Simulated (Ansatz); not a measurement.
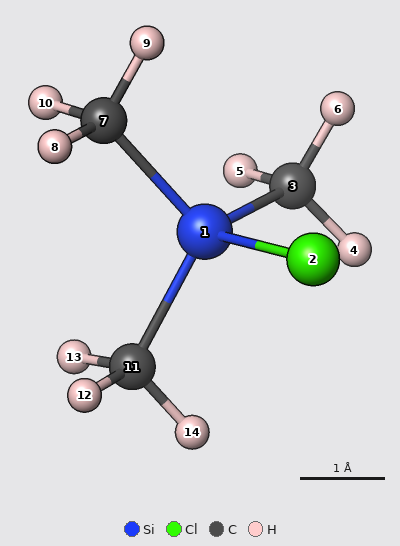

**Figure 1.** The structure as given in the input (ball-and-stick view, seen at a tilt; atoms are numbered from 1 in the order of the input). Bond lengths as drawn: Cl–Si 2.11 Å, C–H 1.09 to 1.10 Å and C–Si 1.87 Å.

# Run report: C3H9ClSi, molecular dynamics (part 1 of 3)

System: C3H9ClSi.
Method: RKS PBE0/STO-3G (Ansatz 0.2.0).

It belongs to a series of runs on one base structure; here: dynamics from the start. Figures and captions count atoms from 1; the log counts them from 0 in places.

### Input file
```yaml
crystal:
  periodic: [false, false, false]
  atoms:
    - { symbol: Si, position_ang: [0.006836, -0.038631, -0.061307] }
    - { symbol: Cl, position_ang: [0.039669, -0.242566, 2.038556] }
    - { symbol: C, position_ang: [1.779848, 0.046724, -0.637469] }
    - { symbol: H, position_ang: [2.3296, -0.857674, -0.361557] }
    - { symbol: H, position_ang: [1.821087, 0.148192, -1.726838] }
    - { symbol: H, position_ang: [2.298012, 0.904153, -0.198602] }
    - { symbol: C, position_ang: [-0.918173, 1.534578, -0.451362] }
    - { symbol: H, position_ang: [-1.944857, 1.49366, -0.076317] }
    - { symbol: H, position_ang: [-0.428669, 2.403452, -0.002109] }
    - { symbol: H, position_ang: [-0.959814, 1.692366, -1.534056] }
    - { symbol: C, position_ang: [-0.867124, -1.537083, -0.749441] }
    - { symbol: H, position_ang: [-1.888871, -1.610631, -0.364985] }
    - { symbol: H, position_ang: [-0.920168, -1.477884, -1.841822] }
    - { symbol: H, position_ang: [-0.339577, -2.458754, -0.486091] }
basis:
  gaussian: { orbitals: STO-3G }
hamiltonian:
  xc: pbe0
md:
  timestep: 0.5
  n_steps: 250
  ensemble: nvt_langevin
  temperature: 2000.0
  initial_velocities: maxwell_boltzmann
  seed: 119967
  friction: 0.005
  temperature_schedule:
    - { n_steps: 62, end_temperature: 2000.0 }
    - { n_steps: 188, end_temperature: 500.0 }
```

Hardware: 1 thread of Arm Neoverse V1, 24 GiB of memory available, shared host.

Command:
```bash
ansatz run input.yaml --threads 1 --pin off --max-ram 2048MiB --backend cpu --events-out ev --progress --plain --runs-dir out
```

### Output
```
Engine: ansatz 0.2.0, aarch64-unknown-linux-gnu
Functional definition: PBE0
  parameter a = 0.25
  parameter kappa = 0.804
  parameter beta = 0.06672455060314922
  exchange = (1 - a)*pbe_x(kappa = kappa, mu = beta*pi^2/3) + a*exact_x
  correlation = pbe_c(beta = beta)
582 factors; integrals over basis functions are off by at most 1.2e-5 eV
mean field evaluation 1: about -23383.4483 eV, gradient 2.0e1 eV
mean field evaluation 2: about -23384.2902 eV, gradient 1.4e1 eV
mean field evaluation 4: about -23384.9967 eV, gradient 2.7e-1 eV
mean field evaluation 8: about -23384.9355 eV, gradient 1.1e-3 eV
mean field -23384.93545753 eV, -859.3805271857 hartree, gradient 7.4e-6 eV, S^2 0.000000; 0 other end points of the search recorded, 0 dependent functions left out
the calculation of the forces begins
reference -23384.93547857 eV, -859.3805279589 hartree; 29, 29 occupied and 13, 13 virtual orbitals, 582 factors
md step     0: t =     0.00 fs  T =  1857.1 K (target 2000.0 K)  F+E_penalty+E_count = -23384.93545753 eV  E_kin = 3.360760 eV  (19 SCF iters)
these checks for a lower state are left out or cut short: starts, cluster_reference, orbital_swaps, neighbouring_geometries, increment
582 factors; integrals over basis functions are off by at most 1.3e-5 eV
mean field evaluation 16: about -23384.8310 eV, gradient 7.2e-5 eV
mean field -23384.83102721 eV, -859.3766894421 hartree, gradient 2.6e-5 eV, S^2 0.000000; 0 other end points of the search recorded, 0 dependent functions left out
the calculation of the forces begins
reference -23384.83104822 eV, -859.3766902144 hartree; 29, 29 occupied and 13, 13 virtual orbitals, 582 factors
md step     1: t =     0.50 fs  T =  1820.4 K (target 2000.0 K)  F+E_penalty+E_count = -23384.83102721 eV  E_kin = 3.294221 eV  (22 SCF iters)
[... from here on the SCF iterations and repeated set-up lines of each step are left out, up to the last step ...]
md step     2: t =     1.00 fs  T =  1601.7 K (target 2000.0 K)  F+E_penalty+E_count = -23384.54655605 eV  E_kin = 2.898504 eV  (23 SCF iters)
md step     3: t =     1.50 fs  T =  1354.0 K (target 2000.0 K)  F+E_penalty+E_count = -23384.20477179 eV  E_kin = 2.450261 eV  (23 SCF iters)
md step     4: t =     2.00 fs  T =  1241.7 K (target 2000.0 K)  F+E_penalty+E_count = -23383.96691087 eV  E_kin = 2.247090 eV  (23 SCF iters)
md step     5: t =     2.50 fs  T =  1206.1 K (target 2000.0 K)  F+E_penalty+E_count = -23383.91497624 eV  E_kin = 2.182630 eV  (24 SCF iters)
md step     6: t =     3.00 fs  T =  1192.7 K (target 2000.0 K)  F+E_penalty+E_count = -23383.99142122 eV  E_kin = 2.158338 eV  (23 SCF iters)
md step     7: t =     3.50 fs  T =  1183.4 K (target 2000.0 K)  F+E_penalty+E_count = -23384.06974583 eV  E_kin = 2.141464 eV  (23 SCF iters)
md step     8: t =     4.00 fs  T =  1129.2 K (target 2000.0 K)  F+E_penalty+E_count = -23384.06469991 eV  E_kin = 2.043426 eV  (24 SCF iters)
md step     9: t =     4.50 fs  T =  1100.1 K (target 2000.0 K)  F+E_penalty+E_count = -23383.96204997 eV  E_kin = 1.990697 eV  (23 SCF iters)
md step    10: t =     5.00 fs  T =  1009.4 K (target 2000.0 K)  F+E_penalty+E_count = -23383.78870735 eV  E_kin = 1.826571 eV  (23 SCF iters)
md step    11: t =     5.50 fs  T =   936.6 K (target 2000.0 K)  F+E_penalty+E_count = -23383.59290904 eV  E_kin = 1.694841 eV  (23 SCF iters)
md step    12: t =     6.00 fs  T =   847.4 K (target 2000.0 K)  F+E_penalty+E_count = -23383.42168995 eV  E_kin = 1.533534 eV  (24 SCF iters)
md step    13: t =     6.50 fs  T =   727.8 K (target 2000.0 K)  F+E_penalty+E_count = -23383.31657855 eV  E_kin = 1.317068 eV  (23 SCF iters)
md step    14: t =     7.00 fs  T =   696.1 K (target 2000.0 K)  F+E_penalty+E_count = -23383.30610369 eV  E_kin = 1.259743 eV  (23 SCF iters)
md step    15: t =     7.50 fs  T =   771.5 K (target 2000.0 K)  F+E_penalty+E_count = -23383.39345635 eV  E_kin = 1.396139 eV  (23 SCF iters)
md step    16: t =     8.00 fs  T =   876.5 K (target 2000.0 K)  F+E_penalty+E_count = -23383.55806883 eV  E_kin = 1.586125 eV  (20 SCF iters)
md step    17: t =     8.50 fs  T =   993.5 K (target 2000.0 K)  F+E_penalty+E_count = -23383.76785181 eV  E_kin = 1.797890 eV  (23 SCF iters)
md step    18: t =     9.00 fs  T =  1083.3 K (target 2000.0 K)  F+E_penalty+E_count = -23383.97750099 eV  E_kin = 1.960450 eV  (23 SCF iters)
md step    19: t =     9.50 fs  T =  1189.8 K (target 2000.0 K)  F+E_penalty+E_count = -23384.12225764 eV  E_kin = 2.153127 eV  (23 SCF iters)
md step    20: t =    10.00 fs  T =  1179.1 K (target 2000.0 K)  F+E_penalty+E_count = -23384.14768444 eV  E_kin = 2.133690 eV  (22 SCF iters)
md step    21: t =    10.50 fs  T =  1111.4 K (target 2000.0 K)  F+E_penalty+E_count = -23384.04501463 eV  E_kin = 2.011230 eV  (22 SCF iters)
md step    22: t =    11.00 fs  T =  1007.5 K (target 2000.0 K)  F+E_penalty+E_count = -23383.86533719 eV  E_kin = 1.823243 eV  (23 SCF iters)
md step    23: t =    11.50 fs  T =   892.2 K (target 2000.0 K)  F+E_penalty+E_count = -23383.71897742 eV  E_kin = 1.614538 eV  (23 SCF iters)
md step    24: t =    12.00 fs  T =   912.4 K (target 2000.0 K)  F+E_penalty+E_count = -23383.68515483 eV  E_kin = 1.651206 eV  (23 SCF iters)
md step    25: t =    12.50 fs  T =   932.5 K (target 2000.0 K)  F+E_penalty+E_count = -23383.74299386 eV  E_kin = 1.687454 eV  (24 SCF iters)
md step    26: t =    13.00 fs  T =  1006.5 K (target 2000.0 K)  F+E_penalty+E_count = -23383.83726535 eV  E_kin = 1.821364 eV  (24 SCF iters)
md step    27: t =    13.50 fs  T =  1044.1 K (target 2000.0 K)  F+E_penalty+E_count = -23383.90421605 eV  E_kin = 1.889422 eV  (23 SCF iters)
md step    28: t =    14.00 fs  T =   964.3 K (target 2000.0 K)  F+E_penalty+E_count = -23383.90931655 eV  E_kin = 1.745110 eV  (23 SCF iters)
md step    29: t =    14.50 fs  T =   960.9 K (target 2000.0 K)  F+E_penalty+E_count = -23383.86790675 eV  E_kin = 1.738825 eV  (24 SCF iters)
md step    30: t =    15.00 fs  T =   950.0 K (target 2000.0 K)  F+E_penalty+E_count = -23383.80580131 eV  E_kin = 1.719124 eV  (23 SCF iters)
md step    31: t =    15.50 fs  T =   949.6 K (target 2000.0 K)  F+E_penalty+E_count = -23383.73658358 eV  E_kin = 1.718511 eV  (24 SCF iters)
md step    32: t =    16.00 fs  T =   926.3 K (target 2000.0 K)  F+E_penalty+E_count = -23383.66062105 eV  E_kin = 1.676193 eV  (24 SCF iters)
md step    33: t =    16.50 fs  T =   856.3 K (target 2000.0 K)  F+E_penalty+E_count = -23383.58581673 eV  E_kin = 1.549666 eV  (24 SCF iters)
md step    34: t =    17.00 fs  T =   805.8 K (target 2000.0 K)  F+E_penalty+E_count = -23383.53962404 eV  E_kin = 1.458246 eV  (22 SCF iters)
md step    35: t =    17.50 fs  T =   844.4 K (target 2000.0 K)  F+E_penalty+E_count = -23383.56243960 eV  E_kin = 1.528144 eV  (23 SCF iters)
md step    36: t =    18.00 fs  T =   945.5 K (target 2000.0 K)  F+E_penalty+E_count = -23383.69052429 eV  E_kin = 1.711040 eV  (23 SCF iters)
md step    37: t =    18.50 fs  T =  1055.3 K (target 2000.0 K)  F+E_penalty+E_count = -23383.90091846 eV  E_kin = 1.909695 eV  (24 SCF iters)
md step    38: t =    19.00 fs  T =  1242.1 K (target 2000.0 K)  F+E_penalty+E_count = -23384.11245437 eV  E_kin = 2.247700 eV  (24 SCF iters)
md step    39: t =    19.50 fs  T =  1343.9 K (target 2000.0 K)  F+E_penalty+E_count = -23384.23475321 eV  E_kin = 2.432024 eV  (23 SCF iters)
md step    40: t =    20.00 fs  T =  1372.8 K (target 2000.0 K)  F+E_penalty+E_count = -23384.19166885 eV  E_kin = 2.484312 eV  (23 SCF iters)
md step    41: t =    20.50 fs  T =  1217.6 K (target 2000.0 K)  F+E_penalty+E_count = -23383.96072317 eV  E_kin = 2.203411 eV  (25 SCF iters)
md step    42: t =    21.00 fs  T =  1131.6 K (target 2000.0 K)  F+E_penalty+E_count = -23383.62539498 eV  E_kin = 2.047806 eV  (24 SCF iters)
md step    43: t =    21.50 fs  T =  1070.3 K (target 2000.0 K)  F+E_penalty+E_count = -23383.33350606 eV  E_kin = 1.936785 eV  (24 SCF iters)
md step    44: t =    22.00 fs  T =   988.4 K (target 2000.0 K)  F+E_penalty+E_count = -23383.20977337 eV  E_kin = 1.788613 eV  (24 SCF iters)
md step    45: t =    22.50 fs  T =  1004.0 K (target 2000.0 K)  F+E_penalty+E_count = -23383.25166788 eV  E_kin = 1.816927 eV  (24 SCF iters)
md step    46: t =    23.00 fs  T =  1046.7 K (target 2000.0 K)  F+E_penalty+E_count = -23383.35569430 eV  E_kin = 1.894182 eV  (24 SCF iters)
md step    47: t =    23.50 fs  T =  1094.0 K (target 2000.0 K)  F+E_penalty+E_count = -23383.43260328 eV  E_kin = 1.979685 eV  (24 SCF iters)
md step    48: t =    24.00 fs  T =  1113.1 K (target 2000.0 K)  F+E_penalty+E_count = -23383.44243300 eV  E_kin = 2.014235 eV  (23 SCF iters)
md step    49: t =    24.50 fs  T =  1090.8 K (target 2000.0 K)  F+E_penalty+E_count = -23383.38998848 eV  E_kin = 1.973878 eV  (24 SCF iters)
md step    50: t =    25.00 fs  T =   998.2 K (target 2000.0 K)  F+E_penalty+E_count = -23383.29993299 eV  E_kin = 1.806393 eV  (24 SCF iters)
md step    51: t =    25.50 fs  T =   906.3 K (target 2000.0 K)  F+E_penalty+E_count = -23383.18908126 eV  E_kin = 1.640167 eV  (24 SCF iters)
md step    52: t =    26.00 fs  T =   835.0 K (target 2000.0 K)  F+E_penalty+E_count = -23383.05335370 eV  E_kin = 1.511025 eV  (25 SCF iters)
md step    53: t =    26.50 fs  T =   766.7 K (target 2000.0 K)  F+E_penalty+E_count = -23382.90712267 eV  E_kin = 1.387419 eV  (22 SCF iters)
md step    54: t =    27.00 fs  T =   699.4 K (target 2000.0 K)  F+E_penalty+E_count = -23382.79031861 eV  E_kin = 1.265645 eV  (25 SCF iters)
md step    55: t =    27.50 fs  T =   694.7 K (target 2000.0 K)  F+E_penalty+E_count = -23382.76570162 eV  E_kin = 1.257236 eV  (24 SCF iters)
md step    56: t =    28.00 fs  T =   745.8 K (target 2000.0 K)  F+E_penalty+E_count = -23382.88668546 eV  E_kin = 1.349649 eV  (24 SCF iters)
md step    57: t =    28.50 fs  T =   927.3 K (target 2000.0 K)  F+E_penalty+E_count = -23383.14691986 eV  E_kin = 1.678040 eV  (23 SCF iters)
md step    58: t =    29.00 fs  T =  1065.6 K (target 2000.0 K)  F+E_penalty+E_count = -23383.45069655 eV  E_kin = 1.928304 eV  (24 SCF iters)
md step    59: t =    29.50 fs  T =  1255.9 K (target 2000.0 K)  F+E_penalty+E_count = -23383.68290720 eV  E_kin = 2.272637 eV  (24 SCF iters)
md step    60: t =    30.00 fs  T =  1302.8 K (target 2000.0 K)  F+E_penalty+E_count = -23383.73860231 eV  E_kin = 2.357616 eV  (23 SCF iters)
md step    61: t =    30.50 fs  T =  1227.6 K (target 2000.0 K)  F+E_penalty+E_count = -23383.58736150 eV  E_kin = 2.221590 eV  (24 SCF iters)
md step    62: t =    31.00 fs  T =  1104.1 K (target 2000.0 K)  F+E_penalty+E_count = -23383.32191549 eV  E_kin = 1.997938 eV  (24 SCF iters)
md step    63: t =    31.50 fs  T =  1006.7 K (target 1996.0 K)  F+E_penalty+E_count = -23383.10607460 eV  E_kin = 1.821725 eV  (24 SCF iters)
md step    64: t =    32.00 fs  T =   989.3 K (target 1988.0 K)  F+E_penalty+E_count = -23383.04972404 eV  E_kin = 1.790188 eV  (24 SCF iters)
md step    65: t =    32.50 fs  T =  1039.6 K (target 1980.1 K)  F+E_penalty+E_count = -23383.12288635 eV  E_kin = 1.881277 eV  (23 SCF iters)
md step    66: t =    33.00 fs  T =  1109.1 K (target 1972.1 K)  F+E_penalty+E_count = -23383.24551152 eV  E_kin = 2.007050 eV  (24 SCF iters)
md step    67: t =    33.50 fs  T =  1169.5 K (target 1964.1 K)  F+E_penalty+E_count = -23383.33908500 eV  E_kin = 2.116378 eV  (24 SCF iters)
md step    68: t =    34.00 fs  T =  1189.7 K (target 1956.1 K)  F+E_penalty+E_count = -23383.39085435 eV  E_kin = 2.152998 eV  (25 SCF iters)
md step    69: t =    34.50 fs  T =  1233.7 K (target 1948.1 K)  F+E_penalty+E_count = -23383.41025795 eV  E_kin = 2.232608 eV  (23 SCF iters)
md step    70: t =    35.00 fs  T =  1257.2 K (target 1940.2 K)  F+E_penalty+E_count = -23383.38775358 eV  E_kin = 2.275114 eV  (24 SCF iters)
md step    71: t =    35.50 fs  T =  1189.8 K (target 1932.2 K)  F+E_penalty+E_count = -23383.30603947 eV  E_kin = 2.153176 eV  (24 SCF iters)
md step    72: t =    36.00 fs  T =  1122.5 K (target 1924.2 K)  F+E_penalty+E_count = -23383.16190844 eV  E_kin = 2.031383 eV  (22 SCF iters)
md step    73: t =    36.50 fs  T =  1016.3 K (target 1916.2 K)  F+E_penalty+E_count = -23382.97619002 eV  E_kin = 1.839124 eV  (24 SCF iters)
md step    74: t =    37.00 fs  T =   900.6 K (target 1908.2 K)  F+E_penalty+E_count = -23382.79254713 eV  E_kin = 1.629673 eV  (25 SCF iters)
md step    75: t =    37.50 fs  T =   861.6 K (target 1900.3 K)  F+E_penalty+E_count = -23382.69325341 eV  E_kin = 1.559215 eV  (25 SCF iters)
md step    76: t =    38.00 fs  T =   885.2 K (target 1892.3 K)  F+E_penalty+E_count = -23382.76429028 eV  E_kin = 1.601976 eV  (25 SCF iters)
md step    77: t =    38.50 fs  T =  1039.2 K (target 1884.3 K)  F+E_penalty+E_count = -23382.99857272 eV  E_kin = 1.880529 eV  (25 SCF iters)
md step    78: t =    39.00 fs  T =  1182.5 K (target 1876.3 K)  F+E_penalty+E_count = -23383.28940136 eV  E_kin = 2.139835 eV  (25 SCF iters)
md step    79: t =    39.50 fs  T =  1330.4 K (target 1868.4 K)  F+E_penalty+E_count = -23383.51028954 eV  E_kin = 2.407614 eV  (24 SCF iters)
md step    80: t =    40.00 fs  T =  1342.2 K (target 1860.4 K)  F+E_penalty+E_count = -23383.55316481 eV  E_kin = 2.428946 eV  (25 SCF iters)
md step    81: t =    40.50 fs  T =  1192.4 K (target 1852.4 K)  F+E_penalty+E_count = -23383.38876023 eV  E_kin = 2.157763 eV  (24 SCF iters)
md step    82: t =    41.00 fs  T =  1033.7 K (target 1844.4 K)  F+E_penalty+E_count = -23383.09358805 eV  E_kin = 1.870571 eV  (24 SCF iters)
md step    83: t =    41.50 fs  T =   943.2 K (target 1836.4 K)  F+E_penalty+E_count = -23382.80095938 eV  E_kin = 1.706851 eV  (25 SCF iters)
md step    84: t =    42.00 fs  T =   923.9 K (target 1828.5 K)  F+E_penalty+E_count = -23382.64959798 eV  E_kin = 1.671993 eV  (24 SCF iters)
md step    85: t =    42.50 fs  T =   961.7 K (target 1820.5 K)  F+E_penalty+E_count = -23382.68104022 eV  E_kin = 1.740277 eV  (24 SCF iters)
md step    86: t =    43.00 fs  T =  1034.3 K (target 1812.5 K)  F+E_penalty+E_count = -23382.83143388 eV  E_kin = 1.871736 eV  (24 SCF iters)
md step    87: t =    43.50 fs  T =  1150.8 K (target 1804.5 K)  F+E_penalty+E_count = -23383.00572176 eV  E_kin = 2.082586 eV  (24 SCF iters)
md step    88: t =    44.00 fs  T =  1256.2 K (target 1796.5 K)  F+E_penalty+E_count = -23383.15400138 eV  E_kin = 2.273194 eV  (24 SCF iters)
md step    89: t =    44.50 fs  T =  1363.2 K (target 1788.6 K)  F+E_penalty+E_count = -23383.25209889 eV  E_kin = 2.466829 eV  (23 SCF iters)
md step    90: t =    45.00 fs  T =  1392.6 K (target 1780.6 K)  F+E_penalty+E_count = -23383.26887658 eV  E_kin = 2.520162 eV  (24 SCF iters)
md step    91: t =    45.50 fs  T =  1339.3 K (target 1772.6 K)  F+E_penalty+E_count = -23383.20468020 eV  E_kin = 2.423713 eV  (21 SCF iters)
md step    92: t =    46.00 fs  T =  1247.1 K (target 1764.6 K)  F+E_penalty+E_count = -23383.06782079 eV  E_kin = 2.256738 eV  (23 SCF iters)
md step    93: t =    46.50 fs  T =  1106.1 K (target 1756.6 K)  F+E_penalty+E_count = -23382.88587730 eV  E_kin = 2.001634 eV  (24 SCF iters)
md step    94: t =    47.00 fs  T =  1039.2 K (target 1748.7 K)  F+E_penalty+E_count = -23382.72049497 eV  E_kin = 1.880557 eV  (24 SCF iters)
md step    95: t =    47.50 fs  T =   987.7 K (target 1740.7 K)  F+E_penalty+E_count = -23382.65271954 eV  E_kin = 1.787392 eV  (24 SCF iters)
md step    96: t =    48.00 fs  T =  1060.6 K (target 1732.7 K)  F+E_penalty+E_count = -23382.73524168 eV  E_kin = 1.919246 eV  (24 SCF iters)
md step    97: t =    48.50 fs  T =  1179.9 K (target 1724.7 K)  F+E_penalty+E_count = -23382.94236438 eV  E_kin = 2.135127 eV  (24 SCF iters)
md step    98: t =    49.00 fs  T =  1324.8 K (target 1716.8 K)  F+E_penalty+E_count = -23383.20345174 eV  E_kin = 2.397328 eV  (25 SCF iters)
md step    99: t =    49.50 fs  T =  1453.5 K (target 1708.8 K)  F+E_penalty+E_count = -23383.40650379 eV  E_kin = 2.630236 eV  (23 SCF iters)
md step   100: t =    50.00 fs  T =  1462.0 K (target 1700.8 K)  F+E_penalty+E_count = -23383.44478258 eV  E_kin = 2.645756 eV  (23 SCF iters)
md step   101: t =    50.50 fs  T =  1366.4 K (target 1692.8 K)  F+E_penalty+E_count = -23383.29443739 eV  E_kin = 2.472608 eV  (23 SCF iters)
md step   102: t =    51.00 fs  T =  1223.2 K (target 1684.8 K)  F+E_penalty+E_count = -23383.02838890 eV  E_kin = 2.213606 eV  (24 SCF iters)
md step   103: t =    51.50 fs  T =  1100.7 K (target 1676.9 K)  F+E_penalty+E_count = -23382.75428765 eV  E_kin = 1.991805 eV  (24 SCF iters)
md step   104: t =    52.00 fs  T =   986.2 K (target 1668.9 K)  F+E_penalty+E_count = -23382.55663470 eV  E_kin = 1.784737 eV  (24 SCF iters)
md step   105: t =    52.50 fs  T =   934.7 K (target 1660.9 K)  F+E_penalty+E_count = -23382.50532443 eV  E_kin = 1.691407 eV  (23 SCF iters)
md step   106: t =    53.00 fs  T =   996.1 K (target 1652.9 K)  F+E_penalty+E_count = -23382.56677365 eV  E_kin = 1.802499 eV  (23 SCF iters)
md step   107: t =    53.50 fs  T =  1074.5 K (target 1644.9 K)  F+E_penalty+E_count = -23382.66945773 eV  E_kin = 1.944444 eV  (23 SCF iters)
md step   108: t =    54.00 fs  T =  1135.2 K (target 1637.0 K)  F+E_penalty+E_count = -23382.78508284 eV  E_kin = 2.054269 eV  (24 SCF iters)
md step   109: t =    54.50 fs  T =  1191.5 K (target 1629.0 K)  F+E_penalty+E_count = -23382.90029526 eV  E_kin = 2.156201 eV  (22 SCF iters)
md step   110: t =    55.00 fs  T =  1236.3 K (target 1621.0 K)  F+E_penalty+E_count = -23382.99055235 eV  E_kin = 2.237177 eV  (24 SCF iters)
md step   111: t =    55.50 fs  T =  1288.6 K (target 1613.0 K)  F+E_penalty+E_count = -23383.02751433 eV  E_kin = 2.331978 eV  (24 SCF iters)
md step   112: t =    56.00 fs  T =  1276.3 K (target 1605.1 K)  F+E_penalty+E_count = -23382.99151346 eV  E_kin = 2.309564 eV  (23 SCF iters)
md step   113: t =    56.50 fs  T =  1211.6 K (target 1597.1 K)  F+E_penalty+E_count = -23382.90466990 eV  E_kin = 2.192503 eV  (24 SCF iters)
md step   114: t =    57.00 fs  T =  1211.4 K (target 1589.1 K)  F+E_penalty+E_count = -23382.81716330 eV  E_kin = 2.192132 eV  (23 SCF iters)
md step   115: t =    57.50 fs  T =  1200.6 K (target 1581.1 K)  F+E_penalty+E_count = -23382.77730531 eV  E_kin = 2.172704 eV  (24 SCF iters)
md step   116: t =    58.00 fs  T =  1248.3 K (target 1573.1 K)  F+E_penalty+E_count = -23382.82539830 eV  E_kin = 2.259023 eV  (24 SCF iters)
md step   117: t =    58.50 fs  T =  1352.5 K (target 1565.2 K)  F+E_penalty+E_count = -23382.98194145 eV  E_kin = 2.447556 eV  (24 SCF iters)
md step   118: t =    59.00 fs  T =  1469.9 K (target 1557.2 K)  F+E_penalty+E_count = -23383.18819572 eV  E_kin = 2.659942 eV  (24 SCF iters)
md step   119: t =    59.50 fs  T =  1574.9 K (target 1549.2 K)  F+E_penalty+E_count = -23383.33269110 eV  E_kin = 2.850015 eV  (23 SCF iters)
md step   120: t =    60.00 fs  T =  1611.0 K (target 1541.2 K)  F+E_penalty+E_count = -23383.34628983 eV  E_kin = 2.915308 eV  (23 SCF iters)
md step   121: t =    60.50 fs  T =  1508.6 K (target 1533.2 K)  F+E_penalty+E_count = -23383.21058543 eV  E_kin = 2.730113 eV  (24 SCF iters)
md step   122: t =    61.00 fs  T =  1419.4 K (target 1525.3 K)  F+E_penalty+E_count = -23382.98003092 eV  E_kin = 2.568683 eV  (24 SCF iters)
md step   123: t =    61.50 fs  T =  1277.7 K (target 1517.3 K)  F+E_penalty+E_count = -23382.75512277 eV  E_kin = 2.312256 eV  (23 SCF iters)
md step   124: t =    62.00 fs  T =  1179.6 K (target 1509.3 K)  F+E_penalty+E_count = -23382.63811013 eV  E_kin = 2.134608 eV  (23 SCF iters)
```
